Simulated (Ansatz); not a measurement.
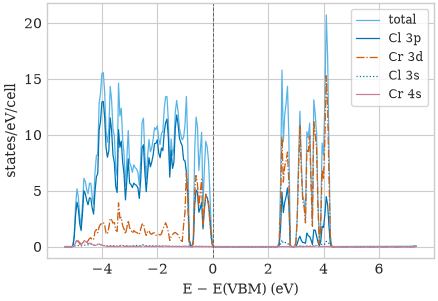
Fig. 1. Total and projected density of states of CrCl3 in space group C2/m (No. 12; Cr on 4g, Cl on 8j, Cl on 4i), plane-wave PAW r²SCAN+D4 (Ansatz code)

Question: Which orbitals carry the states next to the gap?

Answer: Top 1 eV of the valence band: Cr 3d 52 %, Cl 3p 47 %. Bottom 1 eV of the conduction band: Cr 3d 70 %, Cl 3p 25 %. Projections are on Löwdin-orthogonalised atomic valence shells; empty p or d shells of many metals are not among them.

Question: Where is the tallest occupied peak in this window, and what makes it?

Answer: Near -4.0 eV, about 16 states/eV per cell; the largest projected share is Cl 3p.

The workflow started from a Materials Project entry (that database holds measured and hypothetical structures alike); the Crystallography Open Database copy checked does not list it. COD files the formula under space group No. 153, so this cell is another polymorph or a model. Whether it is the stable phase at ambient conditions was not checked. Symmetry was held in the r²SCAN+D4 relaxation; its stability against distortions is not shown here. Spin order of the final state: ferromagnetic, chosen from 2 collinear starts compared on coarse meshes (ties went to the first, and starts can fall back to one state), not a proven ground state. Other orbital occupations within this spin state were not tried. No Hubbard U is applied.

Potentials: the later of the program's two PAW sets.
